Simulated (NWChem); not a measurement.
# One shape, several levels: C3H7Br (SMILES CCCBr)

We compute a comparison of 3 runs (B2PLYP/def2-SVP, CAM-B3LYP/def2-SVP, wB97X/def2-SVP) of C3H7Br. 

The calculation is run with NWChem 7.3.0.

## (1) Starting point

The species is C3H7Br (11 atoms), meant as a singlet with charge 0. SMILES: `CCCBr`. The coordinates come from a PBE0-D4/def2-TZVP relaxation. This is one conformer, not always the lowest.

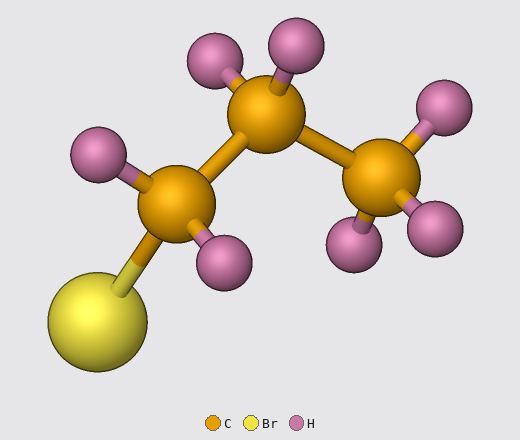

The structure, seen from a chosen angle (carbon amber, bromine yellow, hydrogen pink).

## (2) A single-point energy at B2PLYP/def2-SVP (run 1)

Contents of c3h7br.nw:

```
start c3h7br
title "C3H7Br"
memory total 2200 mb

geometry noautosym nocenter noautoz
  C     -0.555400     1.176300     0.174600
  C     -0.232700    -0.258200     0.548300
  C      0.751200    -0.933400    -0.376500
  Br     0.042600    -1.165200    -2.181600
  H     -1.020500     1.228900    -0.811600
  H     -1.242800     1.621500     0.896400
  H      0.349400     1.789900     0.151000
  H     -1.148000    -0.854800     0.598800
  H      0.212600    -0.288200     1.551000
  H      1.664500    -0.352300    -0.499500
  H      1.004600    -1.937400    -0.042700
end

basis "ao basis" spherical bse
  * library def2-SVP
end

dft
  xc hfexch 0.53 becke88 0.47 lyp 0.73 mp2 0.27
  dftmp2 semidirect
  grid fine
  convergence energy 1e-08
  iterations 100
  mulliken
end

mp2
  freeze core 12
end

task dft
```

Started as:

```console
$ nwchem c3h7br.nw > c3h7br.out
```

Standard output:

```text
[...]
          Wavefunction type:  closed shell.
          No. of atoms     :    11
          No. of electrons :    60
[...]
          Charge           :     0
          Spin multiplicity:     1
[...]
          AO basis - number of functions:   109
[...]
              XC Information
              --------------
                     Hartree-Fock (Exact) Exchange  0.530
                    Becke 1988 Exchange Functional  0.470
              Lee-Yang-Parr Correlation Functional  0.730
[...]
 d= 0,ls=0.0,diis     1  -2691.4891395176 -2.94D+03  5.48D-03  2.89D-01     2.6
[...]
 d= 0,ls=0.0,diis     8  -2691.5307449619 -4.07D-09  7.91D-07  8.99D-09    17.6
         Total DFT energy =    -2691.530744961872
      One electron energy =    -4229.137963936021
           Coulomb energy =     1401.563028699587
    Exchange-Corr. energy =     -109.498447623883
 Nuclear repulsion energy =      245.542637898445
[...]
      Total Density - Mulliken Population Analysis
     ---------------------------------------------
    Atom       Charge   Shell Charges
 -----------   ------   -------------------------------------------------------
    1 C    6     6.02   1.99  0.88  0.15  2.10  0.87  0.03
    2 C    6     6.03   1.99  0.90  0.16  2.10  0.84  0.04
    3 C    6     6.04   1.99  0.92  0.21  2.02  0.86  0.04
    4 Br  35    35.18   2.00  2.00  1.99  1.40  0.57  6.00  5.98  2.35  2.84  8.21  1.74  0.09
    5 H    1     0.96   0.75  0.19  0.02
    6 H    1     0.98   0.75  0.20  0.02
    7 H    1     0.98   0.75  0.21  0.02
    8 H    1     0.97   0.76  0.19  0.02
    9 H    1     0.98   0.76  0.20  0.02
   10 H    1     0.93   0.75  0.16  0.02
[...]
  Basis functions       =    109
[...]
```

Run time: 22 s. Hardware: 1 thread of Intel Xeon 6975P-C (Granite Rapids), shared host; peak memory 0.42 GiB.

## (3) Energy and forces at CAM-B3LYP/def2-SVP (run 2)

Contents of c3h7br.nw:

```
start c3h7br
memory total 2200 mb
geometry noautosym nocenter noautoz
C     -0.555400     1.176300     0.174600
C     -0.232700    -0.258200     0.548300
C      0.751200    -0.933400    -0.376500
Br     0.042600    -1.165200    -2.181600
H     -1.020500     1.228900    -0.811600
H     -1.242800     1.621500     0.896400
H      0.349400     1.789900     0.151000
H     -1.148000    -0.854800     0.598800
H      0.212600    -0.288200     1.551000
H      1.664500    -0.352300    -0.499500
H      1.004600    -1.937400    -0.042700
end
basis "ao basis" spherical bse
* library def2-SVP
end
dft
xc xcamb88 1.00 lyp 0.81 vwn_5 0.19 hfexch 1.00
cam 0.33 cam_alpha 0.19 cam_beta 0.46
grid fine
convergence energy 1e-08
direct
maxiter 100
mulliken
end
task dft gradient
```

Started as:

```console
$ nwchem c3h7br.nw > c3h7br.out
```

Standard output:

```text
[...]
          Wavefunction type:  closed shell.
          No. of atoms     :    11
          No. of electrons :    60
[...]
          Charge           :     0
          Spin multiplicity:     1
[...]
          AO basis - number of functions:   109
[...]
              XC Information
              --------------
                     Hartree-Fock (Exact) Exchange  1.000
                   CAM-Becke88 Exchange Functional  1.000
                      VWN V Correlation Functional  0.190 local
              Lee-Yang-Parr Correlation Functional  0.810
[...]
 d= 0,ls=0.0,diis     1  -2692.2962254835 -2.94D+03  6.14D-03  4.29D-01     5.7
[...]
 d= 0,ls=0.0,diis     8  -2692.3424651687 -6.36D-09  1.25D-06  3.66D-08    46.2
         Total DFT energy =    -2692.342465168717
      One electron energy =    -4228.918740166598
           Coulomb energy =     1401.302311794929
    Exchange-Corr. energy =     -110.268674695494
 Nuclear repulsion energy =      245.542637898445
[...]
      Total Density - Mulliken Population Analysis
     ---------------------------------------------
    Atom       Charge   Shell Charges
 -----------   ------   -------------------------------------------------------
    1 C    6     6.01   1.98  0.89  0.11  2.14  0.85  0.03
    2 C    6     6.01   1.98  0.91  0.11  2.14  0.83  0.04
    3 C    6     6.04   1.99  0.93  0.18  2.06  0.85  0.04
    4 Br  35    35.16   2.00  2.00  1.99  1.42  0.55  6.00  5.98  2.38  2.79  8.19  1.75  0.10
    5 H    1     0.97   0.73  0.21  0.02
    6 H    1     0.98   0.74  0.22  0.02
    7 H    1     0.99   0.74  0.23  0.02
    8 H    1     0.98   0.74  0.21  0.02
    9 H    1     0.98   0.75  0.22  0.02
   10 H    1     0.94   0.74  0.18  0.02
[...]
  wavefunction    = closed shell
[...]
```

It took 71 s on 1 thread of Intel Xeon 6975P-C (Granite Rapids), shared host; peak memory 0.13 GiB.

## (4) Energy and gradient at wB97X/def2-SVP (run 3)

Contents of mymol.nw:

```
start mymol
title "C3H7Br wB97X"
memory stack 880 mb heap 220 mb global 1100 mb
geometry noautosym nocenter noautoz
C    -0.555400    1.176300    0.174600
C    -0.232700   -0.258200    0.548300
C     0.751200   -0.933400   -0.376500
Br    0.042600   -1.165200   -2.181600
H    -1.020500    1.228900   -0.811600
H    -1.242800    1.621500    0.896400
H     0.349400    1.789900    0.151000
H    -1.148000   -0.854800    0.598800
H     0.212600   -0.288200    1.551000
H     1.664500   -0.352300   -0.499500
H     1.004600   -1.937400   -0.042700
end
basis "ao basis" spherical bse
C library def2-SVP
Br library def2-SVP
H library def2-SVP
end
dft
xc wb97x
grid fine
convergence energy 1e-08
iterations 100
mulliken
end
task dft gradient
```

Started as:

```console
$ nwchem mymol.nw > mymol.out
```

Standard output:

```text
[...]
          Wavefunction type:  closed shell.
          No. of atoms     :    11
          No. of electrons :    60
[...]
          Charge           :     0
          Spin multiplicity:     1
[...]
          AO basis - number of functions:   109
[...]
              XC Information
              --------------
                       wb97x  Method XC Functional
                     Hartree-Fock (Exact) Exchange  1.000
                         wb97x Exchange Functional  1.000
                      wb97x Correlation Functional  1.000
[...]
 d= 0,ls=0.0,diis     1  -2692.2521310929 -2.94D+03  5.14D-03  3.61D-01     6.0
[...]
 d= 0,ls=0.0,diis     9  -2692.2947244917 -3.67D-09  1.56D-06  4.09D-09    55.0
         Total DFT energy =    -2692.294724491670
      One electron energy =    -4228.926863535996
           Coulomb energy =     1401.317218632625
    Exchange-Corr. energy =     -110.227717486744
 Nuclear repulsion energy =      245.542637898445
[...]
      Total Density - Mulliken Population Analysis
     ---------------------------------------------
    Atom       Charge   Shell Charges
 -----------   ------   -------------------------------------------------------
    1 C    6     6.04   1.99  0.88  0.14  2.13  0.88  0.03
    2 C    6     6.05   1.99  0.89  0.15  2.12  0.86  0.04
    3 C    6     6.06   1.99  0.92  0.21  2.04  0.87  0.04
    4 Br  35    35.16   2.00  2.00  1.99  1.39  0.58  6.00  5.98  2.38  2.81  8.20  1.74  0.10
    5 H    1     0.96   0.74  0.20  0.02
    6 H    1     0.97   0.74  0.20  0.02
    7 H    1     0.98   0.74  0.21  0.02
    8 H    1     0.96   0.75  0.19  0.02
    9 H    1     0.97   0.75  0.20  0.02
   10 H    1     0.93   0.74  0.16  0.02
[...]
  wavefunction    = closed shell
[...]
```

Run time: 80 s. Hardware: 1 thread of Intel Xeon 6975P-C (Granite Rapids), shared host; peak memory 0.13 GiB.

## (5) Overview of the runs

```
run               level      task  frozen core orbitals   energy (Eh)  dipole moment (D)  HOMO energy (eV)  LUMO energy (eV)  wall time
  1     B2PLYP/def2-SVP    energy                    12  -2691.747504               2.06             -8.72              1.97       22 s
  2  CAM-B3LYP/def2-SVP  gradient                     –  -2692.342465               1.96             -8.95              1.70       71 s
  3      wB97X/def2-SVP  gradient                     –  -2692.294724               2.01            -10.05              2.77       80 s
```

## (6) What came out

| quantity | value |
| --- | --- |
| run 3: total energy | -2692.29472 Eh |
| run 3: dipole moment | 2.01 D |
| run 3: HOMO energy | -10.05 eV |
| run 3: LUMO energy | 2.77 eV |
| run 3: HOMO–LUMO gap | 12.82 eV |
| run 3: largest force on an atom | 0.528 eV/Å |

The dipole moment (its size) runs from 1.96 D (CAM-B3LYP/def2-SVP) to 2.06 D (B2PLYP/def2-SVP). A double hybrid's value is that of its SCF part. The HOMO–LUMO gap runs from 10.65 eV (CAM-B3LYP/def2-SVP) to 12.82 eV (wB97X/def2-SVP). Totals of different functionals can't be ranked against each other. All runs together took 2.9 min, the longest 80 s.
